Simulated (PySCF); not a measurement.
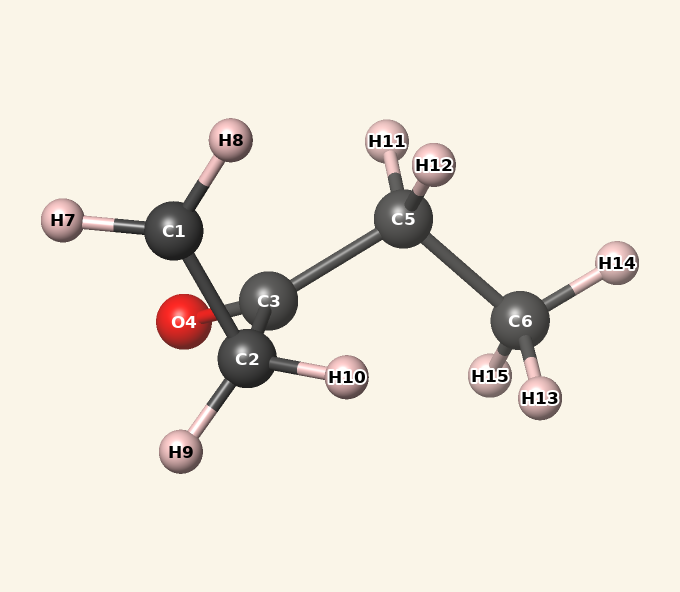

State: neutral, doublet. The computed structure is the end point of a GFN2-xTB optimisation. No frequency run is at hand to confirm it as a minimum. Level of theory: UKS B3LYP, pcH-1 on C H O, non-relativistic (PySCF 2.14.0). Fermi-contact and spin-dipolar terms alone, no spin-orbit part.

Question. Which nucleus has the largest dipolar (anisotropic) hyperfine coupling?

Answer. 13C at C1: principal values −73.4, −72.1, 145.5 MHz.

List the isotropic and dipolar parts for the most strongly coupled nuclei, one of each equivalent set.

```
atom  isotope  a_iso (MHz)   dipolar part (MHz)
  C1      13C         78.2  −73.4, −72.1, 145.5
  O4      17O        −10.1    −50.9, 22.7, 28.3
  H8       1H        −58.1     −35.6, 0.3, 35.3
  H7       1H        −57.8     −35.2, 0.1, 35.1
  C3      13C         64.6    −14.7, −3.2, 17.9
 H10       1H         44.4      −4.1, −3.6, 7.8
  H9       1H         30.2      −4.5, −2.7, 7.3
  C2      13C        −22.5      −4.6, −1.2, 5.8
```
